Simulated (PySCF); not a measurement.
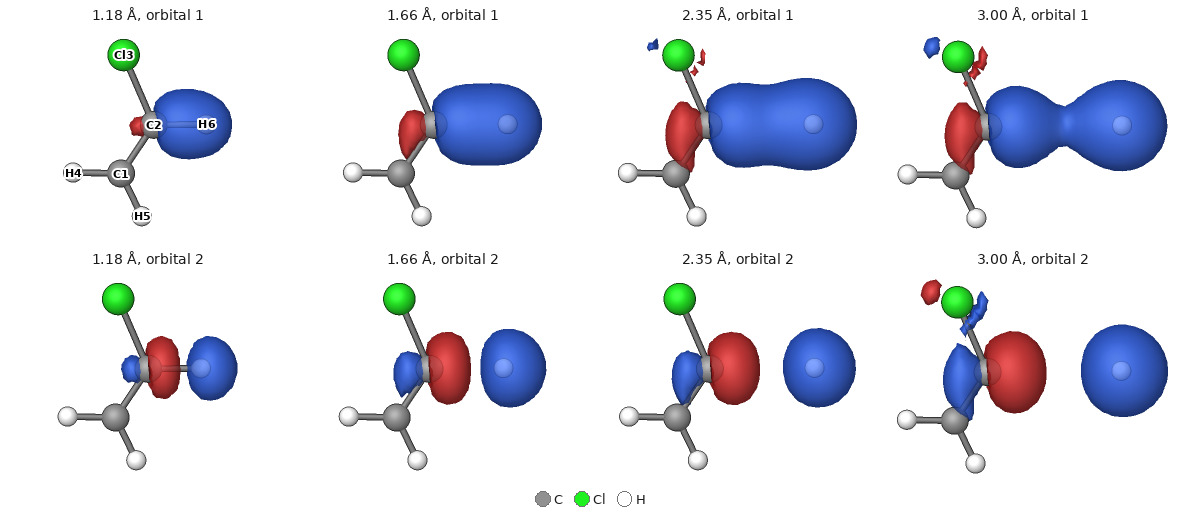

C2H3Cl, SMILES `C=CCl`. Rigid stretch of the C2–H6 bond. The two CASSCF(2,2) natural orbitals nearest half filling (orbital 1 the more occupied).

Method: cc-pVDZ basis; geometry: GFN2-xTB; program: PySCF. No frequency check shows the geometry to be a minimum. GFN2-xTB bond lengths at metals and heavier atoms can be off by up to 0.1 Å and shapes distorted, which carries into these values.

Geometry (Å), atoms numbered from 1:

```
C1       1.6200   -0.2808    0.0000
C2       0.5613    0.5034    0.0000
Cl3     -1.0499   -0.1002    0.0000
H4       1.5392   -1.3536    0.0000
H5       2.6100    0.1396    0.0000
H6       0.6105    1.5814    0.0000
```

Question: How do the occupations change along the stretch?

Answer: 1.18 Å: 1.98 and 0.02; 1.66 Å: 1.90 and 0.10; 2.35 Å: 1.59 and 0.41; 3.00 Å: 1.27 and 0.73. At the longest distance computed (3.00 Å) they are 1.27 and 0.73, and the effective number of unpaired electrons is 1.7.

UHF's ⟨S²⟩ passes 1 along the scan (up to 1.22), so it also polarises electrons outside the stretched bond; its energy lowering isn't due to that bond alone.

Question: Where does the UHF solution part from RHF?

Answer: Between 1.44 Å (⟨S²⟩ = 0, the two coincide) and 1.66 Å (⟨S²⟩ = 0.30); at 3.00 Å ⟨S²⟩ is 1.22 and UHF lies 3.9 eV below RHF.

Question: How much energy does the stretch cost?

Answer: By CASSCF, 4.5 eV from the lowest point of the scan (1.07 Å) to 3.00 Å; RHF gives 7.8 eV from its own lowest point. The fragments aren't relaxed and dynamic correlation is missing, so this isn't a bond dissociation energy.

Run time: 75 s on 1 thread of Arm Neoverse V1, on a shared host, peak memory 0.17 GiB.
